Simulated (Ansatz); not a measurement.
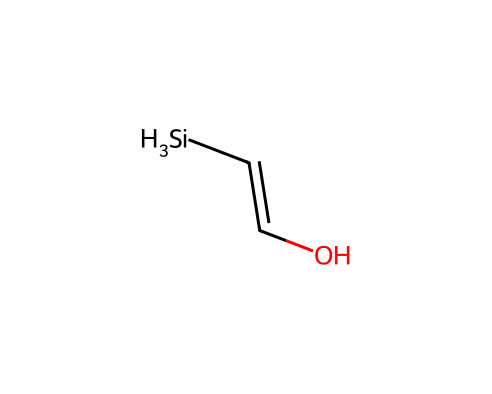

Structural formula above. The computed structure is the end point of a PBE-D4/def2-SVP optimisation. No frequency run is at hand to confirm it as a minimum.

Describe the 3D structure.

The molecule is C2H6OSi. Its SMILES string is `O/C=C/[SiH3]`. It has no ring. Among its groups: alkene, Si–H bond. This geometry has Cs symmetry. Coordination: 1 O bent; 2 C trigonal planar; 1 Si tetrahedral.

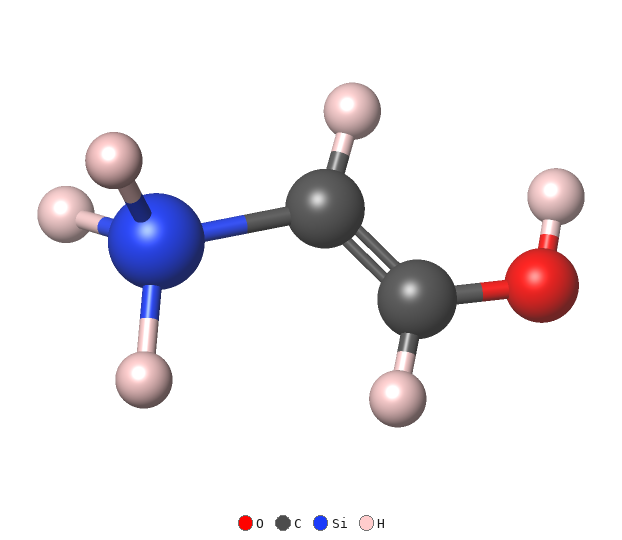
